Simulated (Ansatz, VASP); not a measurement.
**Cross-check of Fe (Iron-alpha) between VASP and Ansatz**

One calculation is typed for both programs; each brings its own data sets and cutoff. How far apart do they land?

Main program and level: Ansatz 0.2.0; plane waves, with VASP 6.6.1 beside it; relaxation of cell and atoms at r2SCAN and relaxation of cell and atoms at r2SCAN with rVV10.

### 1. The structure

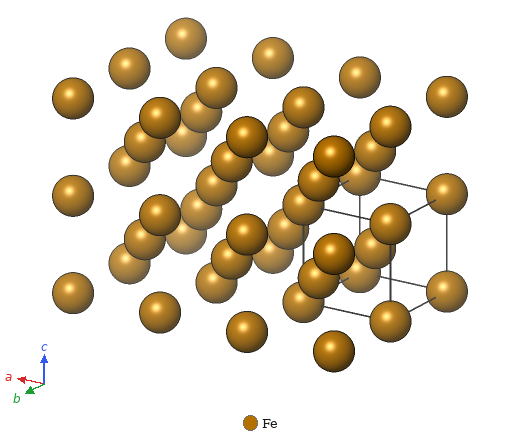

Start, viewed from a free direction; iron orange. 3×2×2 cells are drawn. This picture shows the conventional cell, with its axes. Some periodic images of atoms are drawn too.

Structure file:

```cif
data_structure
_symmetry_space_group_name_H-M 'Im-3m'
_symmetry_Int_Tables_number 229
_cell_length_a 2.8665
_cell_length_b 2.8665
_cell_length_c 2.8665
_cell_angle_alpha 90.000
_cell_angle_beta 90.000
_cell_angle_gamma 90.000
_cell_volume 23.55
loop_
_atom_site_label
_atom_site_type_symbol
_atom_site_symmetry_multiplicity
_atom_site_Wyckoff_symbol
_atom_site_fract_x
_atom_site_fract_y
_atom_site_fract_z
_atom_site_occupancy
Fe1 Fe 2 a 0.00000 0.00000 0.00000 1
```

### 2. Ansatz: relaxation of cell and atoms, r2SCAN

Ansatz runs on its default PAW (the set named soft_2) files.

The relaxed volume is the usual yardstick between codes: its relative difference is about their pressure difference at one cell divided by the bulk modulus.

input.yaml

```yaml
crystal:
  lattice:
    - [-1.43325, 1.43325, 1.43325]
    - [1.43325, -1.43325, 1.43325]
    - [1.43325, 1.43325, -1.43325]
  atoms:
    - { symbol: Fe, position: [0.0, 0.0, 0.0], spin: 3.0 }
hamiltonian:
  xc: r2scan
  pseudopotentials: { kind: paw }
magnetization:
  spin_polarized: true
kpoints:
  mp_grid: { grid: [13, 13, 13] }
scf:
  occupations: { method: fermi_dirac, width: 0.05 }
relax:
  f_tol: 0.01
  max_steps: 60
  cell: { stress_tol: 0.05 }
output:
  forces: true
  stress: true
```

Command:

```
> ansatz run input.yaml --threads 4 --pin off --max-ram 9216MiB --backend cpu --events-out ev --progress --plain --runs-dir out
```

Numbers of over 12 decimals in the logs are rounded to 6 here.

The program printed:

```text
Engine: ansatz 0.2.0, aarch64-unknown-linux-gnu
Pseudopotentials: kind: paw
Pseudopotential: Fe, paw, valence charge 16, recommended cutoff 500 eV (meta_gga), Fe.paw.azcp
Functional definition: r2SCAN
  parameter k0 = 0.174
  parameter k1 = 0.065
  parameter a1 = 4.9479
  exchange = r2scan_x(k0 = k0, k1 = k1, a1 = a1)
  correlation = r2scan_c
Crystal: 1 atoms, lattice volume = 11.777 Å³
Basis set: ecut = 500 eV, 321 PW (Γ), exchange–correlation on 80×80×80 points (64 copies of the dense FFT grid, shifted against one another)
Bands: 14, of which v1, the nominal top of the filled ones, is band 8 counted from 1 (7 counted from 0)
Symmetry: 48 space group operations
Space group: Im-3m (ITA 229), of the structure as read, at distance tolerance 2.3e-5 Å
Magnetic group: BNS 229.140 (UNI 1642), of the structure as read, at distance tolerance 2.3e-5 Å
k-points: 84 of 2197
Non-local potential: Fe, projectors of the file, l = 0: 3, l = 1: 2, l = 2: 3, l = 3: 1
PAW form: soft (Blöchl's): semilocal exchange-correlation on the pseudo side does not see the compensation charge
PAW frozen core: Fe, regenerated for the run's functional (the file was generated under x = pbe(κ = 0.804, μ = 0.219515), c = pbe(β = 0.066725))
PAW one-centre angular grid: Fe, 590 points (default); XC on 160 Gauss nodes
Initial density: superposition of atomic densities (chi_scale 0.1, normalization cell)
Starting moments: Σ|m| = 3 μB on 1 of 1 site
Initial wavefunctions: pseudopotential atomic-orbital guess
Functional: x = r2scan, c = r2scan; τ floored in thin density (d = 2e-4 eV/Å³)
SCF iter   1: F=—  HF=-4485.610174 eV  |F-HF|=—  |Δ(HF+E_count)|=         —  Δρ=8.44e-2 (↑3.22e-2 ↓8.44e-2)  dr2=1.03e0  dr2_τ=5.13e-3  dr2_m=9.82e-2  M=2.757 μB ∫|m|=2.850 μB  β_m=1.00  ethr=3.10e-3  ⟨swp⟩=4.7  Hψ=11453  notcnv=0
Mixer restart at iter 1: flushing history
preconditioner: auto → none  [metal: Δε(μ)=0.004 eV  Ē_g=15.237 eV  σ=0.050 eV  W_gap=0.02  n_scr=0 (ndim 8)  ℏωp=30.6 eV  f_vac=0.000  D(μ)=0.92/eV (n_scr^D=12)]
SCF iter   2: F=—  HF=-4485.403154 eV  |F-HF|=—  |Δ(HF+E_count)|=   2.07e-1  Δρ=2.74e-2 (↑2.74e-2 ↓1.40e-2)  dr2=1.84e-2  dr2_τ=3.00e-3  dr2_m=3.80e-2  M=2.702 μB ∫|m|=2.946 μB  β_m=1.00  ethr=3.10e-3  ⟨swp⟩=3.1  Hψ=5592  notcnv=0  defer=183  κ⁻¹=1.0e0(r=1)
SCF iter   3: F=—  HF=-4485.581392 eV  |F-HF|=—  |Δ(HF+E_count)|=         —  Δρ=9.38e-3 (↑9.38e-3 ↓6.52e-3)  dr2=6.38e-3  dr2_τ=2.89e-4  dr2_m=1.91e-3  M=2.683 μB ∫|m|=2.970 μB  β_m=1.00  ethr=1.15e-4  ⟨swp⟩=2.7  Hψ=4896  notcnv=0  defer=183
Mixer restart at iter 3: flushing history
SCF iter   4: F=—  HF=-4485.712340 eV  |F-HF|=—  |Δ(HF+E_count)|=   1.31e-1  Δρ=5.73e-3 (↑5.73e-3 ↓5.13e-3)  dr2=4.47e-3  dr2_τ=1.91e-4  dr2_m=1.01e-4  M=2.676 μB ∫|m|=2.980 μB  β_m=1.00  ethr=3.99e-5  ⟨swp⟩=2.4  Hψ=4496  notcnv=0  defer=183  κ⁻¹=1.0e0(r=1)
SCF iter   5: F=—  HF=-4485.830854 eV  |F-HF|=—  |Δ(HF+E_count)|=   1.19e-1  Δρ=4.19e-3 (↑3.23e-3 ↓4.19e-3)  dr2=2.78e-3  dr2_τ=9.09e-5  dr2_m=9.87e-5  M=2.664 μB ∫|m|=2.982 μB  β_m=1.00  ethr=2.79e-5  ⟨swp⟩=2.4  Hψ=4764  notcnv=0  defer=183  κ⁻¹=4.7e-2(r=2)
SCF iter   6: F=—  HF=-4485.899132 eV  |F-HF|=—  |Δ(HF+E_count)|=   6.83e-2  Δρ=2.09e-3 (↑2.09e-3 ↓1.39e-3)  dr2=5.38e-4  dr2_τ=1.07e-5  dr2_m=1.67e-4  M=2.649 μB ∫|m|=2.977 μB  β_m=1.00  ethr=1.74e-5  ⟨swp⟩=2.6  Hψ=4820  notcnv=0  defer=181  κ⁻¹=1.4e-2(r=3)
SCF iter   7: F=—  HF=-4485.900652 eV  |F-HF|=—  |Δ(HF+E_count)|=   1.52e-3  Δρ=8.99e-4 (↑7.49e-4 ↓8.99e-4)  dr2=2.02e-4  dr2_τ=3.06e-6  dr2_m=4.49e-6  M=2.648 μB ∫|m|=2.979 μB  β_m=1.00  ethr=3.36e-6  ⟨swp⟩=2.2  Hψ=3987  notcnv=0  defer=179  κ⁻¹=1.3e-2(r=4)
SCF iter   8: F=—  HF=-4485.900562 eV  |F-HF|=—  |Δ(HF+E_count)|=   9.01e-5  Δρ=2.65e-4 (↑1.95e-4 ↓2.65e-4)  dr2=1.67e-6  dr2_τ=9.03e-8  dr2_m=4.86e-6  M=2.648 μB ∫|m|=2.978 μB  β_m=1.00  ethr=1.26e-6  ⟨swp⟩=2.0  Hψ=4177  notcnv=0  defer=179  κ⁻¹=8.4e-4(r=5)
SCF iter   9: F=—  HF=-4485.900619 eV  |F-HF|=—  |Δ(HF+E_count)|=   5.67e-5  Δρ=5.48e-5 (↑3.82e-5 ↓5.48e-5)  dr2=1.92e-7  dr2_τ=1.30e-8  dr2_m=8.80e-8  M=2.648 μB ∫|m|=2.978 μB  β_m=1.00  ethr=1.05e-8  ⟨swp⟩=2.0  Hψ=3726  notcnv=0  defer=179  κ⁻¹=7.1e-5(r=6)
SCF iter  10: F=—  HF=-4485.900617 eV  |F-HF|=—  |Δ(HF+E_count)|=   2.00e-6  Δρ=3.03e-5 (↑3.03e-5 ↓2.69e-5)  dr2=6.77e-8  dr2_τ=4.10e-9  dr2_m=1.07e-9  M=2.648 μB ∫|m|=2.978 μB  β_m=1.00  ethr=1.20e-9  ⟨swp⟩=2.3  Hψ=3500  notcnv=0  defer=179  κ⁻¹=4.5e-6(r=7)
SCF iter  11: F=—  HF=-4485.900624 eV  |F-HF|=—  |Δ(HF+E_count)|=   6.73e-6  Δρ=8.46e-6 (↑8.46e-6 ↓5.80e-6)  dr2=4.15e-9  dr2_τ=1.45e-10  dr2_m=2.55e-9  M=2.648 μB ∫|m|=2.978 μB  β_m=1.00  ethr=4.23e-10  ⟨swp⟩=2.1  Hψ=3771  notcnv=0  defer=179  κ⁻¹=6.7e-7(r=8)
SCF iter  12: F=—  HF=-4485.900624 eV  |F-HF|=—  |Δ(HF+E_count)|=   3.61e-7  Δρ=6.68e-6 (↑5.48e-6 ↓6.68e-6)  dr2=1.08e-8  dr2_τ=5.83e-11  dr2_m=2.12e-10  M=2.648 μB ∫|m|=2.978 μB  β_m=1.00  ethr=2.60e-11  ⟨swp⟩=2.1  Hψ=3756  notcnv=0  defer=179  κ⁻¹=7.5e-7(r=8)
SCF iter  13: F=—  HF=-4485.900624 eV  |F-HF|=—  |Δ(HF+E_count)|=   6.64e-8  Δρ=3.95e-6 (↑3.95e-6 ↓3.76e-6)  dr2=4.32e-9  dr2_τ=1.66e-11  dr2_m=1.43e-11  M=2.648 μB ∫|m|=2.978 μB  β_m=1.00  ethr=2.60e-11  ⟨swp⟩=2.6  Hψ=3466  notcnv=0  defer=179  κ⁻¹=5.1e-9(r=8)
SCF iter  14: F=-4485.900624 eV  HF=-4485.900624 eV  |F-HF|=2.60e-9  |Δ(HF+E_count)|=   4.68e-8  Δρ=4.51e-6 (↑2.81e-6 ↓4.51e-6)  dr2=4.22e-9  dr2_τ=1.26e-11  dr2_m=1.43e-10  M=2.648 μB ∫|m|=2.978 μB  ethr=2.60e-11  ⟨swp⟩=1.6  Hψ=6978  notcnv=0
SCF 1 converged in 14 iterations: F = -4485.900624 eV  dr2 = 4.22e-9
  greatest PAW one-centre occupation: 1.005 electrons in one spin orbital (limit 2), on the Fe atom at site 0 (counted from 0), in its partial waves of l = 1
relax step   1: F+E_penalty+E_count = -4485.90062420 eV  Δ(F+E_penalty+E_count) = +0.000e0 eV  max|allowed force component| = 0.000e0 eV/Å  Δτ_max = 0.0000 Å  P = -0.107 GPa  Ω = 11.777 Å³  (14 SCF iters, dr2 threshold 1.00e-7 eV, accepted)
[...]
relax step   2: F+E_penalty+E_count = -4485.90063165 eV  Δ(F+E_penalty+E_count) = -7.451e-6 eV  max|allowed force component| = 0.000e0 eV/Å  Δτ_max = 0.0000 Å  P = -0.032 GPa  Ω = 11.772 Å³  energy of the carried Pulay correction = +5.595e-6 eV  (8 SCF iters, dr2 threshold 2.84e-8 eV, accepted)
[...]
relax step   3: F+E_penalty+E_count = -4485.90061558 eV  Δ(F+E_penalty+E_count) = +1.607e-5 eV  max|allowed force component| = 0.000e0 eV/Å  Δτ_max = 0.0000 Å  P = -0.033 GPa  Ω = 11.772 Å³  stress off target by 3.27e-2 GPa  SCF on the basis re-selected at this cell (its energy is not comparable with the rows above)  (10 SCF iters)
basis re-selected at this cell: Δ(F+E_penalty+E_count) = +1.607e-5 eV, ΔP = -0.001 GPa vs the last step (what re-selecting the basis moved, of the pressure what is left beyond the Pulay correction that the steps carried, after the strain that the cell walked since its last selection, with what the two solves' SCF thresholds leave and, on support functions, any second-order correction that the steps lacked; it is no measure of the basis error at this ecutwfc). This SCF's stress stands 3.27e-2 GPa from its target on what of the cell is left free (relax.cell.stress_tol is 5.00e-2 GPa) and its largest allowed force component is 0.00e0 eV/Å (relax.f_tol is 1.00e-2 eV/Å): [rest of the remark cut]
SCF converged after 10 iterations
Stability not checked: this state was not tested for a lower state beside it, because the mixer in use, unlike msr1, does not test its closes by its own steps (another_mixer; see scf.mixing.algorithm and scf.lower_state_search)
Magnetization: 2.6479 μB (9.3240 up, 6.6760 down)
Absolute magnetization: 2.9783 μB (∫|ρ↑−ρ↓|, with the PAW one-centre terms)
Spin contamination: 0.1248 ħ² per cell (⟨S²⟩ above its minimum at these occupations)
Per-site moments (μB) at R_I (Å): [(2.804563, 1.023892)]
Free energy (F): -4485.900616 eV
Harris-Foulkes:  -4485.900616 eV  (|F-HF|=9.09e-13)
Internal energy: -4485.895708 eV  (E = F + TS)
E sigma→0 (E₀):  -4485.898162 eV
Entropy (-TS):   -0.004908 eV (-4.908 meV/atom)
Fermi energy:    17.728143 eV
--- Per-component energies (eV) ---
  E_band       = -245.000600
  E_kinetic    = 348.588065
  E_local      = -2110.634800  (includes V_loc(G=0)·N_el)
  E_nonlocal   = 223.325828
  E_hartree    = 885.627817
  E_xc         = -112.870175
  E_vxc        = -167.547747  (∫ρ·V_xc dr)
  E_paw        = -1379.339363  (= ΣΔE_a)
  E_vpaw       = -322.044657  (= ΣTr[D̂ρ^β])
  E_aug_tail   = 0.000249  (compensation charges beyond the density's cutoff)
  E_vtau       = 12.056834  (kinetic-family band-sum trace: ∫τ·v_τ [+ j·A + Jᵃ·Aᵃ] dr)
  E_ewald      = -2340.303854
  E_core_change = -0.289475  (= ΣΔE_core)
  E_smearing   = -0.004908  (= −TS)
  E_closure    = -0.000000  (closes the sum)
  Σ components = -4485.900616   (vs F -4485.900616, Δ=0.00e0)
--- Forces (eV/Å), atoms counted from 1 ---
  atom   1  Fe    -0.00000000     0.00000000    -0.00000000
  max |Σ_I F_I| component: 2.01e-31 eV/Å
--- Stress (GPa, compression-positive) ---
       -0.032746      -0.000000       0.000000
       -0.000000      -0.032746       0.000000
        0.000000      -0.000000      -0.032746
  P = ⅓ Tr σ = -0.0327 GPa (-0.327 kbar)
--- Relaxed structure (2 steps of the walk, 2 accepted, 1 SCFs on fresh bases) ---
  F+E_penalty+E_count = -4485.90061558 eV   max|allowed force component| = 0.000e0 eV/Å   (the final SCF, on the basis selected at the relaxed cell)
  cell:  # Å, volume = 11.7725 Å³
    - [-1.433077, 1.433077, 1.433077]
    - [1.433077, -1.433077, 1.433077]
    - [1.433077, 1.433077, -1.433077]
  atoms:
    - { symbol: Fe, position: [0.0, 0.0, 0.0] }
```

The job ended after 4.1 s (4 threads of Arm Neoverse V2, shared host; peak memory 0.34 GiB; 13 s of CPU time).

(Part 1 of 2 ends here.)

[Lines on the potential files, build, host, timing and source positions are cut from VASP's logs without a mark.]

[Logs are printed without paths, hosts, clocks, repeated set-up lines and the standing remarks that a program may print on its own settings, such as how far it seeks lower states.]

[Hosts, paths, dates, database ids (printed as entryN), source tags and the programs' standing remarks are cut or masked in the printed files.]
